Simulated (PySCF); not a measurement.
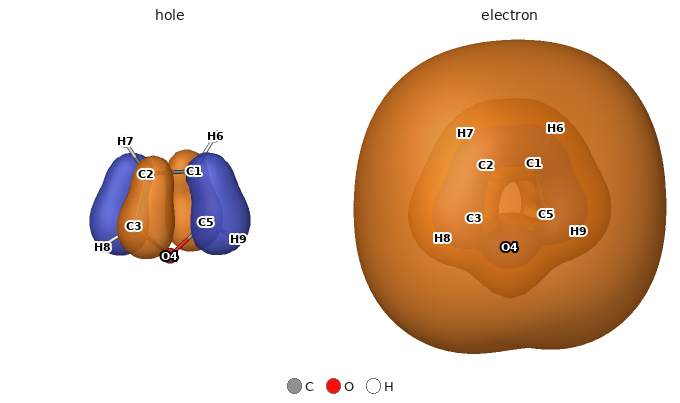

C$_{4}$H$_{4}$O, SMILES `c1ccoc1`. Leading natural transition orbital pair of S₂ (TDA singlet states); the surfaces enclose about 78 % of each orbital's density.

Computed with PySCF, ωB97X/6-31+G*, geometry: GFN2-xTB. No frequency check shows the geometry to be a minimum.

The calculation's input:

```python
import numpy as np
from pyscf import gto, scf, dft, tdscf
from pyscf.scf import atom_ks, atom_hf
from scipy.linalg import block_diag

def solve(mol, dm0=None, hcore=None):
    mf = (dft.UKS if mol.spin else dft.RKS)(mol, xc='wb97x')
    mf.grids.level = 3
    mf = mf.density_fit(auxbasis='def2-universal-jkfit')
    mf.conv_tol, mf.max_cycle = 1e-8, 80
    if hcore is not None:
        mf.get_hcore = lambda *args: hcore
    mf.kernel(dm0)
    if not mf.converged:
        mf = mf.newton().run(mf.mo_coeff, mf.mo_occ, max_cycle=30)
    assert mf.converged, 'SCF not converged'
    return mf

mol = gto.M(atom='''
C     -0.70089    -0.96110     0.00000
C      0.71604    -0.95015     0.00000
C      1.07675     0.36078     0.00000
O     -0.00957     1.15091     0.00000
C     -1.08181     0.34411     0.00000
H     -1.33931    -1.82044     0.00000
H      1.36765    -1.79953     0.00000
H      2.03501     0.84119     0.00000
H     -2.04737     0.80966     0.00000
''', basis='6-31+g*', charge=0, spin=0, verbose=4)
mf = solve(mol)
td = mf.TDA()
td.nstates, td.singlet, td.conv_tol = 4, True, 1e-5
td.kernel()
td.analyze()
x, y = np.array([p[0] for p in td.xy]), np.array([p[1] + 0 * p[0] for p in td.xy])
f, mu = td.oscillator_strength(), td.transition_dipole()
nto = [td.get_nto(state=i + 1, verbose=4) for i in range(len(td.e))]
# spherically averaged free atoms, for the promolecule
atm = atom_ks.get_atm_nrks(mol, xc='wb97x')
pro = block_diag(*[(atm[a[0]][2] * atm[a[0]][3]) @ atm[a[0]][2].T for a in mol._atom])
np.savez('result.npz', e=td.e, f=f, ok=td.converged, w=[n[0] for n in nto], nto=[n[1] for n in nto], x=x, y=y, c=mf.mo_coeff, occ=mf.mo_occ, eps=mf.mo_energy, pro=pro, mu=mu)
```

Command:

```sh
OMP_NUM_THREADS=1 python input.py
```

The run took 3.9 min on 1 thread of Arm Neoverse V1, with other jobs on the host, peak memory 0.58 GiB.

Question: Characterise the state.

Answer: 6.79 eV (183 nm), f = 0.000 (dark), π → diffuse (Rydberg-like) orbital; the leading pair carries 98 %; hole on C3 and C5 (29 % each) and C1 and C2 (15 % each), electron on C3 and C5 (20 % each), C1 and C2 (15 % each) and O4 (7 %) (atom shares of so diffuse an orbital are rough); their centroids lie 0.1 Å apart. In canonical orbitals it is mainly HOMO → LUMO+1 (87 %). The HOMO–LUMO gap is 11.19 eV.
